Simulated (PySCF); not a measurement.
C2H9NO2Si, SMILES CCO[SiH](N)O at its GFN2-xTB optimised geometry (Å):

```
15

Si    -1.5889    -0.5361     0.0000
N     -2.2017    -1.3306    -1.3992
O     -2.0688     1.0234     0.0000
O      0.0294    -0.5361     0.0000
C      0.8988     0.2003     0.8189
C      2.3079     0.1392     0.2490
H     -2.1359    -1.2383     1.1575
H     -2.0102    -2.3140    -1.4860
H     -2.0438    -0.8871    -2.2909
H     -2.9896     1.2222    -0.1379
H      0.5540     1.2383     0.8772
H      0.8794    -0.2228     1.8312
H      2.6409    -0.8940     0.1920
H      2.9896     0.6998     0.8830
H      2.3217     0.5628    -0.7518
```

Calculation: B3LYP/def2-TZVP in PySCF.

Map of the electrostatic potential (hartree/e), clipped to [-0.08, 0.12] on the plane z = 1.5 Å:

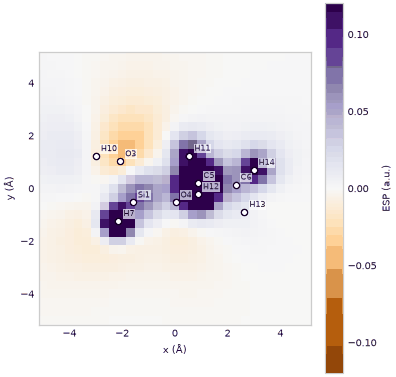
Fig. 1. Electrostatic potential (hartree/e), clipped to [-0.08, 0.12] on the plane z = 1.5 Å.
